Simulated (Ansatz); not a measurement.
**Al₂F₄H₂ (SMILES [F][AlH-]1[F+][AlH-]([F])[F+]1): density, localisation and related maps**

```yaml
atoms:
  - { symbol: Al, position_ang: [1.2848, 0.0388, 0.5690] }
  - { symbol: Al, position_ang: [-1.2923, 0.0428, -0.5517] }
  - { symbol: F, position_ang: [2.0268, -1.4407, 0.5170] }
  - { symbol: F, position_ang: [0.4505, 0.3300, -1.0347] }
  - { symbol: F, position_ang: [-1.7639, -1.4347, -1.1317] }
  - { symbol: F, position_ang: [-0.4622, -0.2014, 1.0620] }
  - { symbol: H, position_ang: [1.9189, 1.3295, 1.1725] }
  - { symbol: H, position_ang: [-2.1627, 1.3358, -0.6024] }
```

Geometry: PBE0-D4/def2-SVP.

Level of theory: Ansatz, isolated molecule in a Gaussian basis; Kohn-Sham density functional theory, functional PBE0.

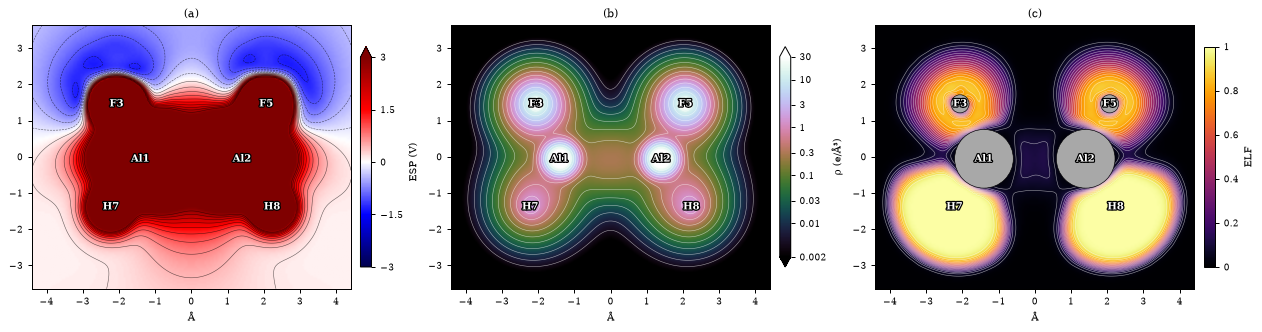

Figure 1. (a) electrostatic potential; (b) electron density; (c) electron localisation function on the plane of atoms F3, Al1 and H7. Grey discs cover the atomic cores in the ELF map.

Read the bonding off the picture.

Answer.
- The plane passes through Al, F and H nuclei.
- Al–F (1.66 Å): the density is about 0.82 e/Å³ at the midpoint; the ELF peaks at about 0.85 in the valence shell of F, 0.6 Å from its nucleus, and is about 0.30 at the midpoint.
- Al–H (1.56 Å): ρ at the midpoint is about 0.59 e/Å³; the ELF climbs to about 1 towards the hydrogen.
- The ELF also peaks beside F5 and F3, away from the bonds: lone-pair regions.
- Outside the dense part of the molecule the potential is most negative (−1.3 V) near F3 and F5.

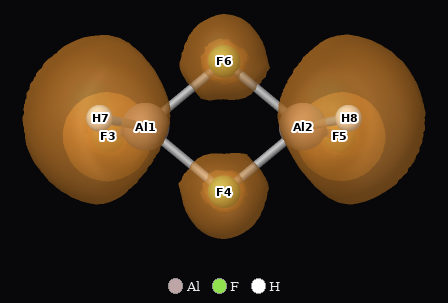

Figure 2. Isosurface of the ELF at 0.75 (orange), seen from one side. Only the valence region is drawn (cores and ρ < 0.01 e/Å³ removed).

What do the ELF domains correspond to?

Answer. The surface consists of two regions around hydrogen nuclei and four regions wrapped around F (the valence shell of each).

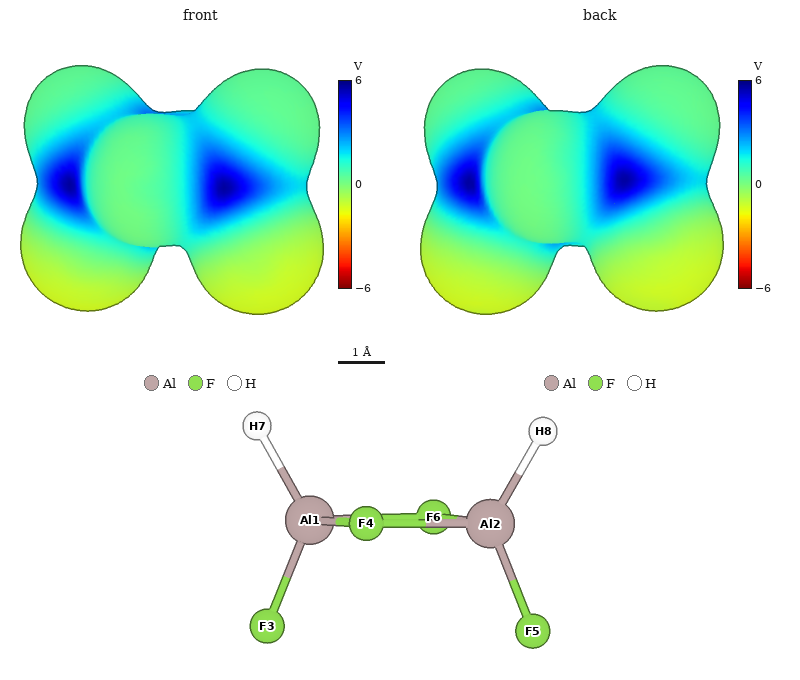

Figure 3. The molecular electrostatic potential painted on the density surface at 0.004 e/bohr³, seen from the front and from behind; red is negative and blue positive. The bare structure is drawn below in the same view.

Which sites attract a positive test charge, and which a negative one?

Answer. A positive charge is drawn to the negative regions and a negative charge to the positive ones. The most negative region (about −1.3 V, or −30 kcal/mol for a unit charge) lies over F3 and F5, the most positive (about +5.4 V, or +125 kcal/mol for a unit charge) over Al1 and Al2.

What dipole moment does the calculation give?

Answer. Its dipole moment is 2.72 D.
